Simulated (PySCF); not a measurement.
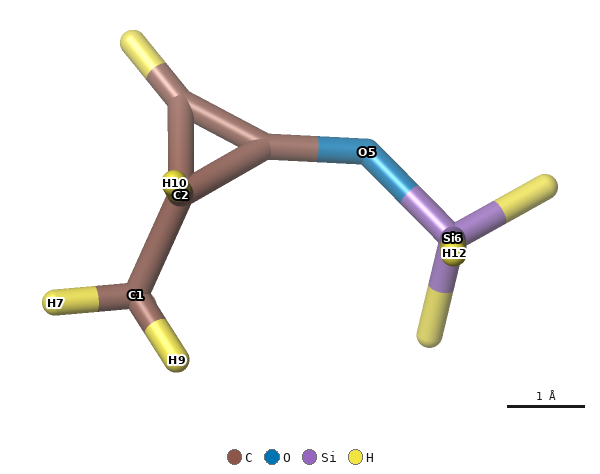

Figure 1. The structure as given in the input (stick view, seen at a tilt; atoms are numbered from 1 in the order of the input). Bond lengths as drawn: C–C 1.26 to 1.52 Å, C–H 1.07 to 1.12 Å, C–O 1.35 Å, H–Si 1.45 to 1.47 Å and O–Si 1.64 Å.

## Geometry relaxation of C4H8OSi

System: C4H8OSi.
Method: PBE0-D3(BJ)/def2-SVP geometry optimisation, gas phase (PySCF 2.14.0).

## Output
```
step   0  E = -521.22876150  max force = 0.071129
step   1  E = -521.23572057  max force = 0.020780
step   2  E = -521.23696250  max force = 0.007046
step   3  E = -521.23754089  max force = 0.007726
step   4  E = -521.23773824  max force = 0.004919
step   5  E = -521.23791023  max force = 0.001397
step   6  E = -521.23795850  max force = 0.000918
step   7  E = -521.23799664  max force = 0.000919
step   8  E = -521.23802260  max force = 0.000681
step   9  E = -521.23804352  max force = 0.000598
step  10  E = -521.23805260  max force = 0.000299
optimisation converged
```

## Trajectory as extended XYZ (Å, eV, eV/Å), 8 of the 11 frames kept, from step=0 to step=10
```
14
Properties=species:S:1:pos:R:3:forces:R:3 step=0 energy=-14183.35703
C     1.6070    1.0629   -0.1458   -1.1751   1.1878   0.5142
C     0.6869    0.3476    0.8248    0.5856   0.2465  -0.4401
C     0.9161   -1.1081    1.1548    2.1444  -1.0325   1.7500
C    -0.0488   -0.8464    0.3928   -3.6576   0.4019  -2.3235
O    -1.1141   -1.2596   -0.3236    2.0044  -0.6615   1.5899
Si   -2.1268   -0.4451   -1.3214   -0.5107  -0.0524  -0.0646
H     2.4319    1.5532    0.3695    0.3941   0.1308   0.2023
H     1.9994    0.4050   -0.8969    0.3281  -0.6440  -0.6518
H     1.0264    1.8753   -0.6451    0.3383  -0.2659   0.0063
H     0.2690    0.9996    1.6039   -0.1260   0.1188   0.1314
H     1.5499   -1.7936    1.6908    0.1964  -0.1934   0.1964
H    -2.7455    0.6745   -0.6176   -0.3736   0.4909   0.2397
H    -3.0626   -1.5311   -1.6296   -0.4743  -0.0224  -0.3553
H    -1.3959    0.0506   -2.4694    0.3259   0.2954  -0.7950
14
Properties=species:S:1:pos:R:3:forces:R:3 step=1 energy=-14183.54640
C     1.8517    1.7038    0.0799    0.0784  -0.0868  -0.2407
C     0.9000    0.9088    0.9478    0.0387   0.2912   0.1155
C     1.2062   -0.5473    1.2955   -0.7246   0.2657   0.0064
C     0.2247   -0.3138    0.4660    1.0685  -0.8078   0.1370
O    -0.6004   -0.8760   -0.3983   -0.6239   0.2089  -0.2070
Si   -1.6238   -0.0406   -1.4638    0.0180   0.0185   0.0019
H     2.6661    2.1546    0.6697   -0.0127  -0.0264   0.0430
H     2.3072    1.0510   -0.6905   -0.0393   0.1247   0.1604
H     1.3390    2.5256   -0.4428   -0.0544   0.0702  -0.0220
H     0.3764    1.5310    1.7008    0.0236  -0.0044  -0.0535
H     1.8208   -1.1919    1.9142    0.0877  -0.0130  -0.0877
H    -2.2588    1.1144   -0.7646    0.0482  -0.0088   0.0053
H    -2.6637   -1.0122   -1.8991    0.0859  -0.0244   0.0579
H    -0.8530    0.4373   -2.6518    0.0060  -0.0075   0.0836
14
Properties=species:S:1:pos:R:3:forces:R:3 step=3 energy=-14183.59593
C     1.8148    1.6836    0.0388   -0.0654   0.1188   0.0858
C     0.8744    0.8748    0.9078   -0.0322  -0.1103  -0.0324
C     1.2047   -0.5609    1.3153   -0.0214  -0.0294   0.2726
C     0.2607   -0.3968    0.4442    0.0221   0.0810  -0.3973
O    -0.6082   -0.9214   -0.4102    0.0173  -0.0784   0.2771
Si   -1.5860    0.0054   -1.4295    0.0172   0.0385  -0.0159
H     2.5776    2.1895    0.6529    0.0025   0.0316  -0.0173
H     2.3384    1.0469   -0.6885    0.0072  -0.0651  -0.0322
H     1.2682    2.4644   -0.5174    0.0441   0.0002  -0.0057
H     0.3031    1.4966    1.6228    0.0170   0.0049  -0.0116
H     1.8265   -1.1649    1.9682    0.0413  -0.0272  -0.0615
H    -2.1553    1.1565   -0.6744   -0.0199   0.0058  -0.0052
H    -2.6461   -0.9265   -1.8853   -0.0302   0.0019  -0.0260
H    -0.7807    0.4973   -2.5817    0.0005   0.0278  -0.0304
14
Properties=species:S:1:pos:R:3:forces:R:3 step=4 energy=-14183.60130
C     1.8086    1.6839    0.0365   -0.0290   0.0432   0.0440
C     0.8704    0.8669    0.9008    0.0022  -0.0685   0.0076
C     1.2067   -0.5665    1.3155   -0.0277  -0.0187   0.1704
C     0.2646   -0.4085    0.4399    0.0552   0.1219  -0.2530
O    -0.6188   -0.9313   -0.3977   -0.0237  -0.0997   0.1619
Si   -1.5787    0.0115   -1.4221   -0.0039   0.0366  -0.0436
H     2.5634    2.2016    0.6512   -0.0052   0.0046  -0.0054
H     2.3415    1.0453   -0.6840    0.0062  -0.0251  -0.0193
H     1.2616    2.4581   -0.5277    0.0138   0.0011  -0.0158
H     0.2935    1.4868    1.6121    0.0051   0.0086   0.0132
H     1.8322   -1.1688    1.9667    0.0244  -0.0144  -0.0463
H    -2.1374    1.1703   -0.6702   -0.0128  -0.0042   0.0024
H    -2.6517   -0.9030   -1.8867   -0.0057   0.0067  -0.0111
H    -0.7638    0.4985   -2.5715    0.0012   0.0078  -0.0049
14
Properties=species:S:1:pos:R:3:forces:R:3 step=6 energy=-14183.60730
C     1.8005    1.6825    0.0339    0.0088  -0.0290  -0.0278
C     0.8710    0.8569    0.9002    0.0226   0.0219   0.0284
C     1.2064   -0.5779    1.3109   -0.0232  -0.0085  -0.0472
C     0.2614   -0.4148    0.4368    0.0242   0.0366   0.0387
O    -0.6619   -0.9375   -0.3560   -0.0348  -0.0153  -0.0202
Si   -1.5720    0.0250   -1.4145    0.0103  -0.0038  -0.0109
H     2.5532    2.2089    0.6433   -0.0064  -0.0106   0.0085
H     2.3355    1.0423   -0.6860    0.0005   0.0159   0.0071
H     1.2498    2.4506   -0.5350   -0.0095  -0.0047  -0.0021
H     0.3017    1.4744    1.6207   -0.0011  -0.0012   0.0074
H     1.8422   -1.1907    1.9416    0.0023   0.0051   0.0029
H    -2.1322    1.1953   -0.6817   -0.0037  -0.0042   0.0036
H    -2.6509   -0.8654   -1.9123    0.0074  -0.0016   0.0016
H    -0.7126    0.4951   -2.5391    0.0026  -0.0007   0.0102
14
Properties=species:S:1:pos:R:3:forces:R:3 step=7 energy=-14183.60834
C     1.8012    1.6788    0.0314    0.0017  -0.0115  -0.0157
C     0.8746    0.8575    0.9045    0.0086   0.0163   0.0048
C     1.2037   -0.5800    1.3090    0.0104  -0.0086  -0.0418
C     0.2544   -0.4095    0.4417   -0.0208  -0.0151   0.0473
O    -0.6785   -0.9322   -0.3413   -0.0110   0.0211  -0.0228
Si   -1.5735    0.0293   -1.4140    0.0148  -0.0140   0.0072
H     2.5591    2.2018    0.6371   -0.0017   0.0007   0.0024
H     2.3297    1.0381   -0.6923    0.0012   0.0028   0.0046
H     1.2484    2.4482   -0.5338   -0.0018   0.0001   0.0024
H     0.3151    1.4770    1.6312    0.0000  -0.0030  -0.0001
H     1.8433   -1.1985    1.9305   -0.0026   0.0068   0.0094
H    -2.1522    1.1950   -0.6882   -0.0028  -0.0001  -0.0009
H    -2.6392   -0.8650   -1.9322    0.0028  -0.0013  -0.0005
H    -0.6941    0.5041   -2.5206    0.0010   0.0058   0.0036
14
Properties=species:S:1:pos:R:3:forces:R:3 step=9 energy=-14183.60961
C     1.8031    1.6659    0.0202   -0.0097   0.0118   0.0099
C     0.8794    0.8577    0.9082   -0.0052  -0.0042  -0.0193
C     1.1990   -0.5826    1.3104    0.0268   0.0031   0.0023
C     0.2400   -0.4043    0.4562   -0.0275  -0.0308   0.0024
O    -0.7009   -0.9225   -0.3211    0.0159   0.0165   0.0068
Si   -1.5752    0.0405   -1.4078    0.0005   0.0019   0.0035
H     2.5697    2.1873    0.6163    0.0012   0.0054  -0.0033
H     2.3209    1.0180   -0.7042    0.0009  -0.0088  -0.0035
H     1.2492    2.4353   -0.5439    0.0059   0.0017  -0.0004
H     0.3352    1.4848    1.6398    0.0033  -0.0022   0.0009
H     1.8438   -1.2036    1.9238   -0.0070  -0.0010   0.0074
H    -2.2067    1.1801   -0.6844   -0.0019   0.0014  -0.0016
H    -2.6011   -0.8667   -1.9805   -0.0029   0.0001  -0.0027
H    -0.6643    0.5548   -2.4701   -0.0003   0.0050  -0.0024
14
Properties=species:S:1:pos:R:3:forces:R:3 step=10 energy=-14183.60986
C     1.8039    1.6604    0.0148   -0.0040   0.0076   0.0091
C     0.8800    0.8566    0.9067   -0.0053  -0.0044  -0.0117
C     1.1978   -0.5831    1.3130    0.0154   0.0054   0.0055
C     0.2374   -0.4055    0.4598   -0.0094  -0.0116  -0.0078
O    -0.7033   -0.9214   -0.3188    0.0108  -0.0004   0.0100
Si   -1.5753    0.0454   -1.4038   -0.0048   0.0083  -0.0022
H     2.5714    2.1840    0.6079    0.0009   0.0019  -0.0020
H     2.3206    1.0086   -0.7070    0.0002  -0.0043  -0.0027
H     1.2508    2.4282   -0.5523    0.0028  -0.0001  -0.0017
H     0.3379    1.4868    1.6371    0.0027  -0.0007   0.0018
H     1.8419   -1.2027    1.9283   -0.0063  -0.0034   0.0040
H    -2.2251    1.1716   -0.6754   -0.0011   0.0000   0.0002
H    -2.5872   -0.8647   -1.9966   -0.0016   0.0005  -0.0012
H    -0.6587    0.5805   -2.4509   -0.0003   0.0011  -0.0012
```

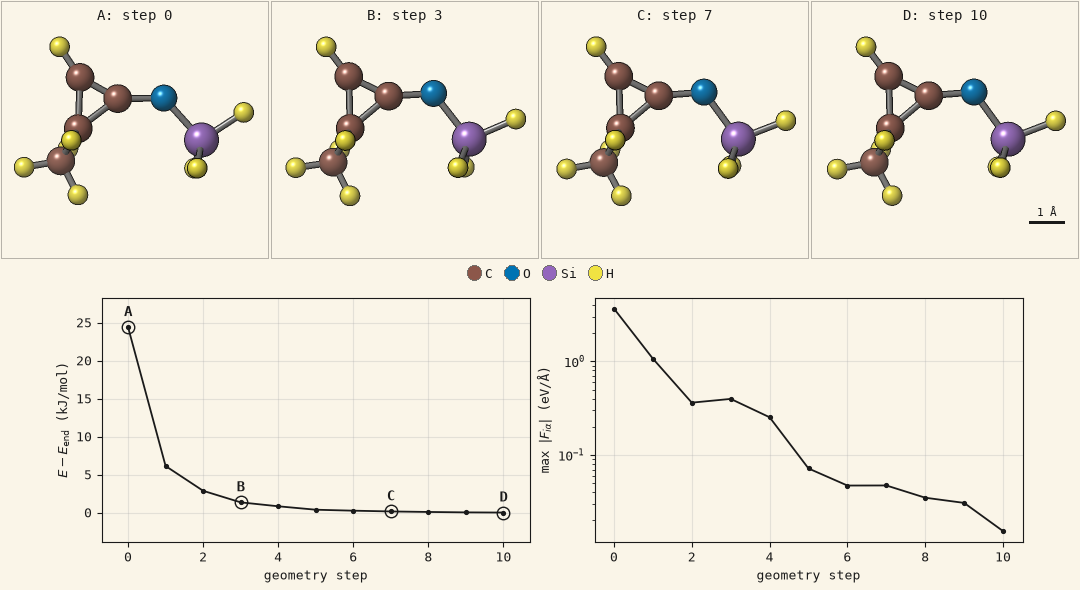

Figure 2. Frames of the relaxation (ball-and-stick view, seen at a tilt) above the curves, on which the letters mark them (steps are counted from 0).

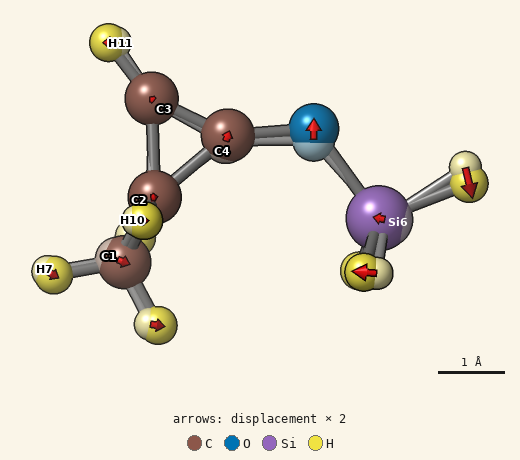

Figure 3. Start (faint) and end (solid) with the displacements as red arrows, magnified 2 times (ball-and-stick view, seen at a tilt). The two geometries are laid on each other by the best rigid fit. The atom that moves furthest after the best rigid fit is H13 (0.25 Å). Largest moves by element: H 0.25 Å, O 0.18 Å, C 0.11 Å, Si 0.10 Å. Distances before and after: O5–Si6 1.638 → 1.695 Å, Si6–H14 1.448 → 1.491 Å, C3–C4 1.257 → 1.297 Å, Si6–H12 1.460 → 1.490 Å. Among the angles that change: C4–O5–Si6 131.3° → 121.3°, O5–Si6–H13 98.9° → 104.9°, C2–C1–H9 108.3° → 111.5°. After 10 geometry steps the energy has fallen by 24.4 kJ/mol. The largest force component goes from 3.7 to 0.015 eV/Å. (Atoms are counted from 1 in the order of the input.)

The run was set up as follows.

## Input file
```
{"job": {"xc": "PBE0", "basis": "def2-SVP", "d3": "d3bj", "grid": 1, "shake": 0.01, "kind": "geom"}, "charge": 0, "multiplicity": 1}
C      1.606950     1.062940    -0.145760
C      0.686900     0.347560     0.824790
C      0.916090    -1.108060     1.154760
C     -0.048850    -0.846360     0.392840
O     -1.114120    -1.259570    -0.323590
Si    -2.126820    -0.445140    -1.321350
H      2.431880     1.553220     0.369490
H      1.999440     0.404980    -0.896930
H      1.026410     1.875340    -0.645100
H      0.269000     0.999580     1.603900
H      1.549940    -1.793620     1.690830
H     -2.745460     0.674510    -0.617610
H     -3.062610    -1.531090    -1.629610
H     -1.395910     0.050640    -2.469410
```

The first line tells a small driver script what to run in PySCF; the rest is the geometry in Å.

Command:
```bash
OMP_NUM_THREADS=1 python <driver script> task.json out
```

## Key numbers

```csv
quantity,value
outcome,converged
total energy,−521.238053 hartree
dipole moment,1.14 D
point group,C1
hardware,"1 CPU thread, shared host"
wall time,74 s
peak memory,0.51 GiB
```
